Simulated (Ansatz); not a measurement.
Nudged elastic band, with input and output: AlNH4F2

- system: AlNH4F2
- method: RKS BLYP/def2-SVP (Ansatz 0.2.0)

It belongs to a series of runs on one base structure; here: band between the two ends. Figures and captions count atoms from 1; the log counts them from 0 in places.

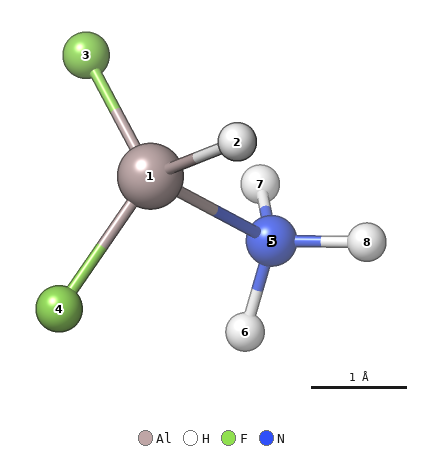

*The input geometry (ball-and-stick view, seen at a tilt; atoms are numbered from 1 in the order of the input). Sticks mark near contacts.*

Bond lengths as drawn: Al–F 1.70 Å, Al–H 1.59 Å, Al–N 2.07 Å and H–N 1.03 Å.

**Input file**
```yaml
crystal:
  periodic: [false, false, false]
  atoms:
    - { symbol: Al, position_ang: [0.008986, -0.031712, 0.217848] }
    - { symbol: H, position_ang: [-0.237047, 0.924079, 1.46223] }
    - { symbol: F, position_ang: [1.552495, -0.048639, -0.486492] }
    - { symbol: F, position_ang: [-1.270949, -0.278637, -0.868096] }
    - { symbol: "N", position_ang: [0.066798, -1.961145, 0.9648] }
    - { symbol: H, position_ang: [-0.669617, -2.516159, 0.501055] }
    - { symbol: H, position_ang: [0.976856, -2.380784, 0.717409] }
    - { symbol: H, position_ang: [-0.059522, -2.053103, 1.983947] }
basis:
  gaussian: { orbitals: def2-SVP }
hamiltonian:
  xc: blyp
neb:
  order_check: false
  images: 5
  f_tol: 0.05
  max_iterations: 60
  final_atoms:
    - { symbol: Al, position_ang: [0.10243622, -0.66541961, -0.12412835] }
    - { symbol: H, position_ang: [-0.24068722, 0.51446276, 1.9515308] }
    - { symbol: F, position_ang: [1.4995043, 0.24168756, -0.27966936] }
    - { symbol: F, position_ang: [-1.33614927, -0.00827486, -0.6698979] }
    - { symbol: "N", position_ang: [0.17231091, -2.35110756, 0.41627156] }
    - { symbol: H, position_ang: [-0.6242588, -2.99251546, 0.41327701] }
    - { symbol: H, position_ang: [1.03159475, -2.84802889, 0.66176064] }
    - { symbol: H, position_ang: [-0.23675089, -0.23690393, 2.12355662] }
  initial_path:
    images:
      - { positions_ang: [[0.008986, -0.031712, 0.217848], [-0.237047, 0.924079, 1.46223], [1.552495, -0.048639, -0.486492], [-1.270949, -0.278637, -0.868096], [0.066798, -1.961145, 0.9648], [-0.669617, -2.516159, 0.501055], [0.976856, -2.380784, 0.717409], [-0.059522, -2.053103, 1.983947]] }
      - { positions_ang: [[0.0090186, -0.02043699, 0.14632146], [-0.17373947, 0.61395433, 1.61229421], [1.53392314, -0.02705332, -0.59040948], [-1.32359197, -0.18724214, -0.87355416], [0.07663174, -2.00907797, 0.87548887], [-0.58003054, -2.63218272, 0.3837537], [0.86293432, -2.37111699, 1.00351431], [-0.03714583, -1.7129442, 1.93529209]] }
      - { positions_ang: [[0.00905119, -0.00916199, 0.07479492], [-0.11043193, 0.30382966, 1.76235842], [1.51535129, -0.00546764, -0.69432695], [-1.37623495, -0.09584729, -0.87901232], [0.08646549, -2.05701094, 0.78617774], [-0.49044408, -2.74820644, 0.2664524], [0.74901264, -2.36144997, 1.28961961], [-0.01476965, -1.37278539, 1.88663719]] }
      - { positions_ang: [[0.00908379, 0.00211302, 0.00326838], [-0.0471244, -0.00629502, 1.91242263], [1.49677943, 0.01611803, -0.79824443], [-1.42887792, -0.00445243, -0.88447048], [0.09629923, -2.10494391, 0.69686661], [-0.40085762, -2.86423015, 0.1491511], [0.63509097, -2.35178296, 1.57572492], [0.00760652, -1.03262659, 1.83798228]] }
      - { positions_ang: [[0.04020126, -0.22039786, -0.0391972], [-0.11164534, 0.16729091, 1.92545869], [1.49768772, 0.09130788, -0.62538607], [-1.39796837, -0.00572657, -0.81294629], [0.12163646, -2.18699846, 0.60333493], [-0.47532468, -2.90699192, 0.23719307], [0.7672589, -2.51719827, 1.27107016], [-0.07384595, -0.7673857, 1.93317372]] }
      - { positions_ang: [[0.07131874, -0.44290874, -0.08166278], [-0.17616628, 0.34087683, 1.93849475], [1.49859601, 0.16649772, -0.45252772], [-1.36705882, -0.00700072, -0.7414221], [0.14697369, -2.26905301, 0.50980324], [-0.54979174, -2.94975369, 0.32523504], [0.89942683, -2.68261358, 0.9664154], [-0.15529842, -0.50214482, 2.02836517]] }
      - { positions_ang: [[0.10243622, -0.66541961, -0.12412835], [-0.24068722, 0.51446276, 1.9515308], [1.4995043, 0.24168756, -0.27966936], [-1.33614927, -0.00827486, -0.6698979], [0.17231091, -2.35110756, 0.41627156], [-0.6242588, -2.99251546, 0.41327701], [1.03159475, -2.84802889, 0.66176064], [-0.23675089, -0.23690393, 2.12355662]] }
```

Run on 1 thread of Arm Neoverse V2, 24 GiB of memory available, shared host.

Launch command:
```bash
ansatz run input.yaml --threads 1 --pin off --max-ram 2048MiB --backend cpu --events-out ev --progress --plain --runs-dir out
```

**Output**
```
Engine: ansatz 0.2.0, aarch64-unknown-linux-gnu
Functional definition: BLYP
  parameter beta = 0.0042
  parameter a = 0.04918
  parameter b = 0.132
  parameter c = 0.2533
  parameter d = 0.349
  exchange = b88_x(beta = beta)
  correlation = lyp_c(a = a, b = b, c = c, d = d)
893 factors; their error is unknown
mean field evaluation 1: about -13572.5291 eV, gradient 7.5e1 eV
mean field evaluation 2: about -13546.2081 eV, gradient 1.4e2 eV
mean field evaluation 4: about -13582.2084 eV, gradient 8.5e0 eV
mean field evaluation 8: about -13582.3416 eV, gradient 3.3e-2 eV
mean field evaluation 16: about -13582.2908 eV, gradient 1.4e-5 eV
mean field -13582.29081881 eV, -499.1399811838 hartree, gradient 1.4e-5 eV, S^2 0.000000; 0 other end points of the search recorded, 0 dependent functions left out
the calculation of the forces begins
reference -13582.29115064 eV, -499.1399933785 hartree; 21, 21 occupied and 59, 59 virtual orbitals, 893 factors
893 factors; their error is unknown
mean field evaluation 32: about -13581.4866 eV, gradient 2.6e-5 eV
mean field -13581.48656018 eV, -499.1104252244 hartree, gradient 2.6e-5 eV, S^2 0.000000; 0 other end points of the search recorded, 0 dependent functions left out
[... from here on the field's lines of each further geometry are left out, up to the last ...]
NEB iter   1: max|band force component| = 9.315e0 eV/Å  barrier→ = 3.6046 eV  barrier← = 2.8003 eV  Δτ_max = 0.2000 Å  (185 SCF iters)
NEB iter   2: max|band force component| = 2.907e0 eV/Å  barrier→ = 2.3515 eV  barrier← = 1.5473 eV  Δτ_max = 0.2000 Å  (163 SCF iters)
NEB iter   3: max|band force component| = 4.008e0 eV/Å  barrier→ = 1.8322 eV  barrier← = 1.0279 eV  Δτ_max = 0.1010 Å  (154 SCF iters)
NEB iter   4: max|band force component| = 8.968e-1 eV/Å  barrier→ = 1.5022 eV  barrier← = 0.6979 eV  Δτ_max = 0.2000 Å  (137 SCF iters)
NEB iter   5: max|band force component| = 6.242e-1 eV/Å  barrier→ = 1.2306 eV  barrier← = 0.4264 eV  Δτ_max = 0.1375 Å  (144 SCF iters)
NEB iter   6: max|band force component| = 6.891e-1 eV/Å  barrier→ = 1.2428 eV  barrier← = 0.4386 eV  CI = image 4  Δτ_max = 0.1915 Å  (134 SCF iters)
NEB iter   7: max|band force component| = 1.310e0 eV/Å  barrier→ = 1.4608 eV  barrier← = 0.6566 eV  CI = image 4  Δτ_max = 0.0942 Å  (141 SCF iters)
NEB iter   8: max|band force component| = 6.953e-1 eV/Å  barrier→ = 1.4119 eV  barrier← = 0.6077 eV  CI = image 4  Δτ_max = 0.0499 Å  (136 SCF iters)
NEB iter   9: max|band force component| = 1.503e-1 eV/Å  barrier→ = 1.4030 eV  barrier← = 0.5987 eV  CI = image 4  Δτ_max = 0.0209 Å  (140 SCF iters)
NEB iter  10: max|band force component| = 1.078e-1 eV/Å  barrier→ = 1.3989 eV  barrier← = 0.5946 eV  CI = image 4  Δτ_max = 0.0691 Å  (141 SCF iters)
NEB iter  11: max|band force component| = 1.746e-1 eV/Å  barrier→ = 1.3943 eV  barrier← = 0.5901 eV  CI = image 4  Δτ_max = 0.0293 Å  (136 SCF iters)
NEB iter  12: max|band force component| = 6.321e-2 eV/Å  barrier→ = 1.3931 eV  barrier← = 0.5888 eV  CI = image 4  Δτ_max = 0.0282 Å  (138 SCF iters)
NEB iter  13: max|band force component| = 1.290e-1 eV/Å  barrier→ = 1.3928 eV  barrier← = 0.5886 eV  CI = image 4  Δτ_max = 0.0141 Å  (141 SCF iters)
the calculation of the forces begins
reference -13581.38054475 eV, -499.1065292291 hartree; 21, 21 occupied and 59, 59 virtual orbitals, 893 factors
893 factors; their error is unknown
mean field evaluation 672: about -13580.8980 eV, gradient 1.9e-3 eV
mean field -13580.89801497 eV, -499.0887965870 hartree, gradient 1.1e-5 eV, S^2 0.000000; 1 other end points of the search recorded, 0 dependent functions left out
the calculation of the forces begins
reference -13580.89834100 eV, -499.0888085683 hartree; 21, 21 occupied and 59, 59 virtual orbitals, 893 factors
NEB iter  14: max|band force component| = 1.455e-2 eV/Å  barrier→ = 1.3928 eV  barrier← = 0.5885 eV  CI = image 4  Δτ_max = 0.0000 Å  (247 SCF iters)
```

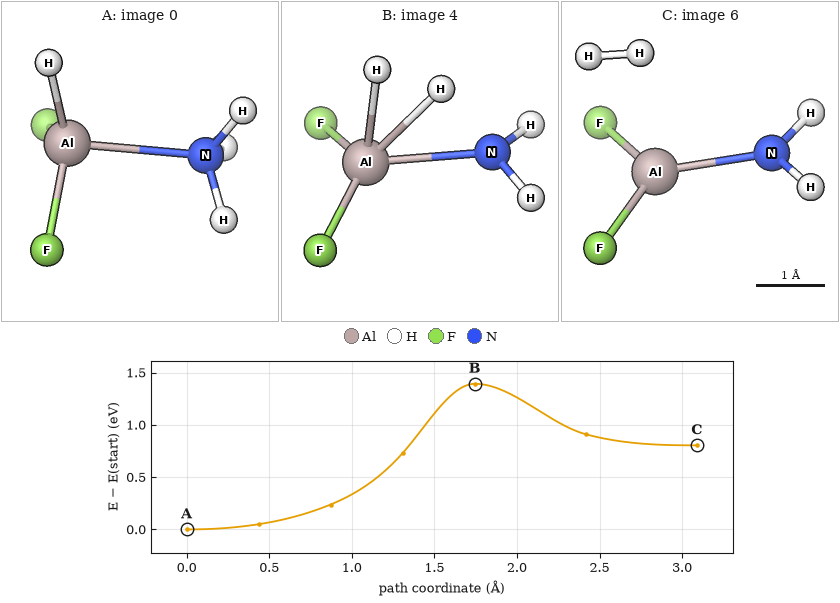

*Images of the last band (counted from 0; ball-and-stick, seen at a tilt) above the energy along the path; the line is a cubic interpolation that uses the forces.*

The highest image is number 4, 1.393 eV above the start and 0.589 eV above the end (the climbing image); the end lies 0.804 eV above the start. The path is 3.09 Å long. The band converged in 14 iterations.

```
Total energy: -13580.89834100 eV, -499.0888085683 hartree
Atom 0 at     0.063188    -0.344500    -0.000693 Å, force    -0.002335    -0.015207     0.008219 eV/Å
Atom 1 at    -0.212134     0.051056     1.742440 Å, force    -0.001826     0.002772     0.002028 eV/Å
Atom 2 at     1.552388     0.266006    -0.466472 Å, force    -0.000535     0.005786    -0.005577 eV/Å
Atom 3 at    -1.324189     0.020829    -0.866356 Å, force     0.003131     0.004262    -0.003242 eV/Å
Atom 4 at     0.102317    -2.063287     0.785240 Å, force     0.001852     0.005262    -0.000715 eV/Å
Atom 5 at    -0.674568    -2.730721     0.685972 Å, force    -0.000626     0.000727    -0.000890 eV/Å
Atom 6 at     0.980524    -2.583714     0.915307 Å, force    -0.001475    -0.001526     0.000801 eV/Å
Atom 7 at    -0.119526    -0.961769     1.697263 Å, force     0.001814    -0.002076    -0.000625 eV/Å
Dipole moment:     0.002606    -0.680367     0.403163 e Å
this run last wrote the band of iteration 14 to [file]
```

**The last band as extended XYZ (Å, eV, eV/Å)**
```
8
Properties=species:S:1:pos:R:3:forces:R:3 image=0 energy=-13582.29082
Al    0.0090   -0.0317    0.2178    0.0040  -0.0084  -0.0176
H    -0.2370    0.9241    1.4622   -0.0004  -0.0045   0.0057
F     1.5525   -0.0486   -0.4865   -0.0009   0.0025   0.0037
F    -1.2709   -0.2786   -0.8681   -0.0011   0.0017   0.0038
N     0.0668   -1.9611    0.9648   -0.0001   0.0060   0.0035
H    -0.6696   -2.5162    0.5011    0.0027   0.0027   0.0032
H     0.9769   -2.3808    0.7174   -0.0049   0.0022   0.0030
H    -0.0595   -2.0531    1.9839    0.0007  -0.0022  -0.0053
8
Properties=species:S:1:pos:R:3:forces:R:3 image=1 energy=-13582.24118
Al    0.0239   -0.0560    0.1566   -0.0089   0.0222   0.0340
H    -0.2245    0.6886    1.5421   -0.0066   0.1419  -0.0305
F     1.5610    0.0610   -0.5424   -0.0008  -0.0520   0.0060
F    -1.2693   -0.1605   -0.9305    0.0094  -0.0519   0.0087
N     0.0696   -1.9781    0.9254   -0.0056   0.0154   0.0231
H    -0.6797   -2.6034    0.5899    0.0070   0.0335  -0.0558
H     0.9690   -2.4724    0.8177    0.0035   0.0328  -0.0557
H    -0.0819   -1.8253    1.9338    0.0020  -0.1420   0.0703
8
Properties=species:S:1:pos:R:3:forces:R:3 image=2 energy=-13582.05260
Al    0.0385   -0.0953    0.1046   -0.0208   0.1500   0.0814
H    -0.2125    0.4416    1.5945   -0.0159   0.3583  -0.0790
F     1.5765    0.1469   -0.5494   -0.0129  -0.0795  -0.0455
F    -1.2770   -0.0663   -0.9536    0.0345  -0.0765  -0.0399
N     0.0730   -2.0035    0.8819   -0.0037   0.0278   0.0220
H    -0.6976   -2.6601    0.6848    0.0097   0.0332  -0.0795
H     0.9585   -2.5309    0.9192    0.0066   0.0317  -0.0789
H    -0.0914   -1.5785    1.8108    0.0025  -0.4451   0.2193
8
Properties=species:S:1:pos:R:3:forces:R:3 image=3 energy=-13581.56084
Al    0.0499   -0.1971    0.0494   -0.0953   0.7123   0.2932
H    -0.2062    0.2103    1.6422   -0.0009   0.5769  -0.3257
F     1.5790    0.2014   -0.5249    0.0373  -0.1128  -0.1508
F    -1.3046   -0.0260   -0.9314    0.0214  -0.1145  -0.1535
N     0.0804   -2.0181    0.8679   -0.0493   0.1783   0.2537
H    -0.6981   -2.6844    0.7440   -0.0316   0.1620   0.0953
H     0.9594   -2.5480    0.9766   -0.0226   0.1607   0.0974
H    -0.0916   -1.2843    1.6690    0.1410  -1.5628  -0.1096
8
Properties=species:S:1:pos:R:3:forces:R:3 image=4 energy=-13580.89802
Al    0.0632   -0.3445   -0.0007   -0.0023  -0.0152   0.0082
H    -0.2121    0.0511    1.7424   -0.0018   0.0028   0.0020
F     1.5524    0.2660   -0.4665   -0.0005   0.0058  -0.0056
F    -1.3242    0.0208   -0.8664    0.0031   0.0043  -0.0032
N     0.1023   -2.0633    0.7852    0.0019   0.0053  -0.0007
H    -0.6746   -2.7307    0.6860   -0.0006   0.0007  -0.0009
H     0.9805   -2.5837    0.9153   -0.0015  -0.0015   0.0008
H    -0.1195   -0.9618    1.6973    0.0018  -0.0021  -0.0006
8
Properties=species:S:1:pos:R:3:forces:R:3 image=5 energy=-13581.38022
Al    0.1007   -0.5634   -0.1338    0.0132  -0.1584  -0.0984
H    -0.2333    0.2064    1.9246   -0.0236   0.1186   0.1168
F     1.5157    0.2915   -0.3905   -0.0209  -0.0010   0.0477
F    -1.3237    0.0436   -0.7677    0.0088   0.0108   0.0409
N     0.1449   -2.2141    0.5403    0.0314  -0.0903  -0.1571
H    -0.6622   -2.8397    0.5858    0.0086  -0.0744  -0.0421
H     0.9969   -2.6924    0.8400    0.0248  -0.0836  -0.0459
H    -0.1711   -0.5780    1.8940   -0.0423   0.2785   0.1380
8
Properties=species:S:1:pos:R:3:forces:R:3 image=6 energy=-13581.48656
Al    0.1024   -0.6654   -0.1241   -0.0033  -0.0099   0.0079
H    -0.2407    0.5145    1.9515   -0.0008   0.0090   0.0023
F     1.4995    0.2417   -0.2797   -0.0034   0.0072  -0.0052
F    -1.3361   -0.0083   -0.6699    0.0085   0.0040  -0.0071
N     0.1723   -2.3511    0.4163   -0.0088  -0.0006   0.0029
H    -0.6243   -2.9925    0.4133    0.0081   0.0021   0.0030
H     1.0316   -2.8480    0.6618   -0.0019  -0.0011  -0.0044
H    -0.2368   -0.2369    2.1236    0.0016  -0.0106   0.0006
```

**Results in brief**

```json
{"quantity": "outcome", "value": "converged"}
{"quantity": "barrier, forward", "value": "1.393 eV"}
{"quantity": "barrier, backward", "value": "0.589 eV"}
{"quantity": "wall time", "value": "2.1 min"}
{"quantity": "peak memory", "value": "0.14 GiB"}
```

The order of the saddle point was not checked.
